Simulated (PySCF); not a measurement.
# N₂F₂, a complex of two parts: interaction energy

Aim: the interaction energy of `FF` with `N#N`.

Programs: PySCF 2.14.0. All values are calculated, for the isolated system unless a continuum is named. Atoms count from 0, parts from 1.

## 1. The system as given

4 atoms, charge 0, multiplicity 1; geometry: GFN2-xTB. Parts: 1 = atoms 0–1, `FF`, charge 0; 2 = atoms 2–3, `N#N`, charge 0.

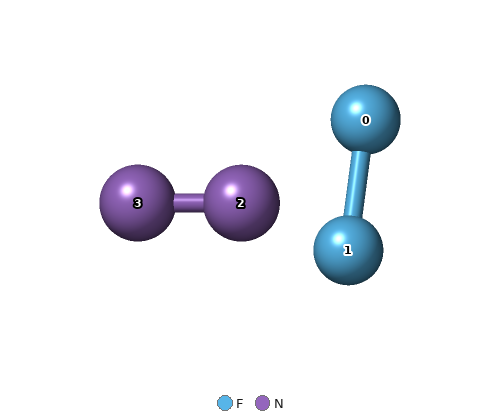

The starting geometry (fluorine blue, nitrogen purple), atoms numbered.

## 2. Geometry optimisation at PBE0-D3(BJ)/def2-SVPD

What the job is given:

```
{"job": {"xc": "PBE0", "basis": "def2-SVPD", "d3": "d3bj", "grid": 2, "kind": "geom"}, "charge": 0, "multiplicity": 1, "parts": [{"atoms": "0-1", "charge": 0, "multiplicity": 1}, {"atoms": "2-3", "charge": 0, "multiplicity": 1}]}
F      0.735463    -0.009938     0.003011
F     -0.622574    -0.193982     0.303989
N     -1.531083     1.517374    -2.247505
N     -1.726672     0.763195    -3.021524
```

Command:

```console
OMP_NUM_THREADS=1 python cluster_run.py task.json out
```

One launch serves the whole session: the jobs run in the order shown.

**Question.** The jobs that follow are: CCSD(T)/aug-cc-pVDZ and MP2/aug-cc-pVTZ counterpoise interaction energy, frozen core, gas phase. Predict: rotational constants (main isotopes); interaction energy, CCSD(T) limit estimate; MP2/aug-cc-pVTZ; T1 diagnostic.

The runs gave:

| quantity | value |
| --- | --- |
| rotational constants (main isotopes) | 20.23, 2.48, 2.35 GHz |
| interaction energy, CCSD(T) limit estimate | -0.31 kcal/mol |
| MP2/aug-cc-pVTZ | -0.30 kcal/mol |
| T1 diagnostic | 0.0133 |

The optimisation took 5 steps and gained 0.014 eV; among the close pairs (by a distance rule), F0–F1 changed most, from 1.403 to 1.378 Å. No frequency check was run at this level, so the end point may be a saddle. The estimate adds CCSD(T) less MP2 in the small basis (+0.03 kcal/mol) to extrapolated MP2. Hartree-Fock gives 0.21 against -0.31 kcal/mol, so correlation carries all of the binding.
